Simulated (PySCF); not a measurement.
# BH2F (SMILES [H]B([H])F): wB97X-V/STO-3G

What is the vertical ionisation energy of BH2F at wB97X-V/STO-3G? 

The calculation is run with PySCF 2.14.0.

7 further runs of the same task are left out: 7 set aside as unsound or not needed.

### Step 1. Starting point

BH2F has 4 atoms, charge 0, and is taken as a singlet. As SMILES, `[H]B([H])F`. The coordinates come from a GFN2-xTB relaxation.

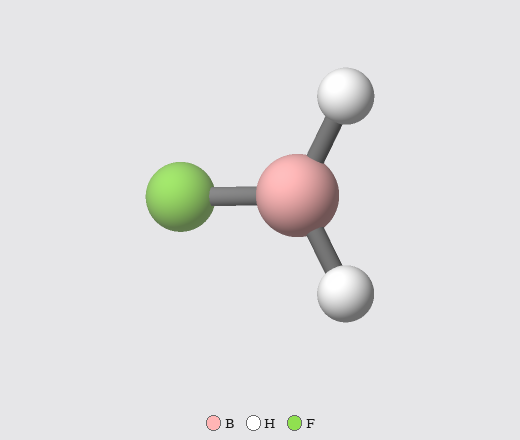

Viewed from a chosen angle; boron pink, hydrogen white, fluorine green.

### Step 2. The energy at wB97X-V/STO-3G

Input file job.py:

```python
from pyscf import gto, dft

mol = gto.M(
    atom='''
B      0.056673     0.092975     0.001134
H      2.264686    -0.064194     0.029536
H     -1.092772     1.984553    -0.036755
F     -1.228587    -2.013314     0.006104
''',
    unit='bohr',
    spin=0,
    basis='sto-3g',
    verbose=4,
    max_memory=1860,
)

mf = dft.RKS(mol)
mf.xc = 'wb97x-v'
mf.conv_tol = 1e-10
mf.grids.level = 5
mf.nlcgrids.level = 1
mf.kernel()
if not mf.converged:
    mf = mf.newton().run(mf.mo_coeff, mf.mo_occ)

e_tot = mf.e_tot
print('E = %.10f Eh' % e_tot)
```

Command:

```console
$ OMP_NUM_THREADS=1 python job.py
```

Log:

```text
PySCF version 2.14.0

[INPUT] num. atoms = 4
[INPUT] num. electrons = 16
[INPUT] charge = 0
[INPUT] spin (= nelec alpha-beta = 2S) = 0
[INPUT] symmetry False subgroup None
[INPUT] Mole.unit = bohr
[INPUT] Symbol           X                Y                Z      unit          X                Y                Z       unit  Magmom
[INPUT]  1 B      0.029990060074   0.049200251185   0.000600086957 AA    0.056673000000   0.092975000000   0.001134000000 Bohr   0.0
[INPUT]  2 H      1.198420221090  -0.033970001878   0.015629778102 AA    2.264686000000  -0.064194000000   0.029536000000 Bohr   0.0
[INPUT]  3 H     -0.578270039131   1.050180221463  -0.019449908387 AA   -1.092772000000   1.984553000000  -0.036755000000 Bohr   0.0
[INPUT]  4 F     -0.650140242033  -1.065399887226   0.003230097695 AA   -1.228587000000  -2.013314000000   0.006104000000 Bohr   0.0

nuclear repulsion = 27.5083434166015
number of shells = 8
number of NR pGTOs = 36
number of NR cGTOs = 12
basis = sto-3g
ecp = {}

******** <class 'pyscf.dft.rks.RKS'> ********
method = RKS
initial guess = minao
damping factor = 0
level_shift factor = 0
DIIS = <class 'pyscf.scf.diis.CDIIS'>
diis_start_cycle = 1
diis_space = 8
diis_damp = 0
SCF conv_tol = 1e-10
SCF conv_tol_grad = None
SCF max_cycles = 50
direct_scf = True
direct_scf_tol = 1e-13
XC library pyscf.dft.libxc version 7.0.0
    S. Lehtola, C. Steigemann, M. J.T. Oliveira, and M. A.L. Marques.,  SoftwareX 7, 1–5 (2018)
XC functionals = wb97x-v
    N. Mardirossian and M. Head-Gordon.,  Phys. Chem. Chem. Phys. 16, 9904-9924 (2014)
radial grids:
    Treutler-Ahlrichs [JCP 102, 346 (1995); DOI:10.1063/1.469408] (M4) radial grids

becke partition: Becke, JCP 88, 2547 (1988); DOI:10.1063/1.454033
pruning grids: <function nwchem_prune>
grids dens level: 5
symmetrized grids: False
atomic radii adjust function: <function treutler_atomic_radii_adjust>
** Following is NLC and NLC Grids **
NLC functional = wb97x-v
radial grids:
    Treutler-Ahlrichs [JCP 102, 346 (1995); DOI:10.1063/1.469408] (M4) radial grids

becke partition: Becke, JCP 88, 2547 (1988); DOI:10.1063/1.454033
pruning grids: <function nwchem_prune>
grids dens level: 1
symmetrized grids: False
atomic radii adjust function: <function treutler_atomic_radii_adjust>
small_rho_cutoff = 0
Set gradient conv threshold to 1e-05
Initial guess from minao.
tot grids = 134120
tot grids = 15424
init E= -124.081085738474
  HOMO = -0.316579100518725  LUMO = 0.0868698096801679  gap/eV = 10.97840
cycle= 1 E= -124.069468667843  delta_E= 0.0116  |g|= 0.384  |ddm|= 2.08
  HOMO = -0.224691488611084  LUMO = 0.169672310877666  gap/eV = 10.73119
cycle= 2 E= -124.101701634379  delta_E= -0.0322  |g|= 0.34  |ddm|= 0.914
  HOMO = -0.326062117279978  LUMO = 0.184401824721492  gap/eV = 13.89043
cycle= 3 E= -124.134387681556  delta_E= -0.0327  |g|= 0.0165  |ddm|= 0.368
  HOMO = -0.326982764423759  LUMO = 0.193855910007811  gap/eV = 14.17274
cycle= 4 E= -124.134539877111  delta_E= -0.000152  |g|= 0.00213  |ddm|= 0.0371
  HOMO = -0.327509031412644  LUMO = 0.192158969182699  gap/eV = 14.14089
cycle= 5 E= -124.134542305981  delta_E= -2.43e-06  |g|= 0.000345  |ddm|= 0.00501
  HOMO = -0.327453201572778  LUMO = 0.192225346235887  gap/eV = 14.14117
cycle= 6 E= -124.134542392763  delta_E= -8.68e-08  |g|= 8.51e-05  |ddm|= 0.000907
  HOMO = -0.327487766003238  LUMO = 0.192234221622882  gap/eV = 14.14236
cycle= 7 E= -124.134542396737  delta_E= -3.97e-09  |g|= 2.42e-05  |ddm|= 0.000165
  HOMO = -0.327493683254603  LUMO = 0.192237675871625  gap/eV = 14.14261
cycle= 8 E= -124.134542397056  delta_E= -3.2e-10  |g|= 7.86e-07  |ddm|= 5.65e-05
  HOMO = -0.327493970440418  LUMO = 0.192237759562247  gap/eV = 14.14262
cycle= 9 E= -124.134542397057  delta_E= -3.41e-13  |g|= 1.13e-07  |ddm|= 2.55e-06
  HOMO = -0.327493904148101  LUMO = 0.192237739079826  gap/eV = 14.14262
Extra cycle  E= -124.134542397057  delta_E= -5.68e-14  |g|= 3.75e-08  |ddm|= 1.97e-07
converged SCF energy = -124.134542397057
E = -124.1345423971 Eh
```

Wall time 9.9 s (1 thread of Arm Neoverse V1, shared host); peak memory 0.17 GiB.

### Step 3. The doublet cation at the same level

Input file calc.py:

```python
from pyscf import gto, dft

system = gto.M(
    atom='''
B      0.056673     0.092975     0.001134
H      2.264686    -0.064194     0.029536
H     -1.092772     1.984553    -0.036755
F     -1.228587    -2.013314     0.006104
''',
    unit='bohr',
    spin=1,
    max_memory=1860,
    verbose=4,
    basis='sto-3g',
    charge=1,
)

ks = dft.UKS(system)
ks.xc = 'wb97x-v'
ks.nlcgrids.level = 1
ks.conv_tol = 1e-10
ks.grids.level = 5
ks.kernel()
if not ks.converged:
    ks = ks.newton().run(ks.mo_coeff, ks.mo_occ)

etot = ks.e_tot
print('E = %.10f Eh' % etot)
```

Command:

```console
$ OMP_NUM_THREADS=1 python calc.py
```

Log:

```text
PySCF version 2.14.0

[INPUT] num. atoms = 4
[INPUT] num. electrons = 15
[INPUT] charge = 1
[INPUT] spin (= nelec alpha-beta = 2S) = 1
[INPUT] symmetry False subgroup None
[INPUT] Mole.unit = bohr
[INPUT] Symbol           X                Y                Z      unit          X                Y                Z       unit  Magmom
[INPUT]  1 B      0.029990060074   0.049200251185   0.000600086957 AA    0.056673000000   0.092975000000   0.001134000000 Bohr   0.0
[INPUT]  2 H      1.198420221090  -0.033970001878   0.015629778102 AA    2.264686000000  -0.064194000000   0.029536000000 Bohr   0.0
[INPUT]  3 H     -0.578270039131   1.050180221463  -0.019449908387 AA   -1.092772000000   1.984553000000  -0.036755000000 Bohr   0.0
[INPUT]  4 F     -0.650140242033  -1.065399887226   0.003230097695 AA   -1.228587000000  -2.013314000000   0.006104000000 Bohr   0.0

nuclear repulsion = 27.5083434166015
number of shells = 8
number of NR pGTOs = 36
number of NR cGTOs = 12
basis = sto-3g
ecp = {}

[... 45 lines left out ...]
WARN: HOMO -0.316579100518724 >= LUMO -0.316579100518725
[... 46 lines left out ...]
converged SCF energy = -123.744866803691  <S^2> = 0.75452704  2S+1 = 2.0045219
E = -123.7448668037 Eh
```

Run time: 13 s. Hardware: 1 thread of Arm Neoverse V1, shared host; peak memory 0.18 GiB.

### Step 4. Results

At wB97X-V/STO-3G:

| quantity | value |
| --- | --- |
| singlet BH2F: total energy | -124.13454 Eh |
| singlet BH2F: dipole moment | 0.34 D |
| singlet BH2F: HOMO energy | -8.91 eV |
| singlet BH2F: LUMO energy | 5.23 eV |
| singlet BH2F: HOMO–LUMO gap | 14.14 eV |
| doublet cation: total energy | -123.74487 Eh |
| doublet cation: HOMO energy (highest over α and β) | -21.43 eV |
| doublet cation: LUMO energy (lowest over α and β) | -12.24 eV |
| doublet cation: ⟨S²⟩ | 0.755 |
| vertical ionisation energy (to the doublet cation) | 10.604 eV |

What this shows: Removing an electron at fixed nuclei costs 10.60 eV (245 kcal/mol). The negative HOMO energy of the first species, 8.91 eV, lies 1.69 eV below that difference. In a minimal basis such a difference can be off by several eV, whatever the method.
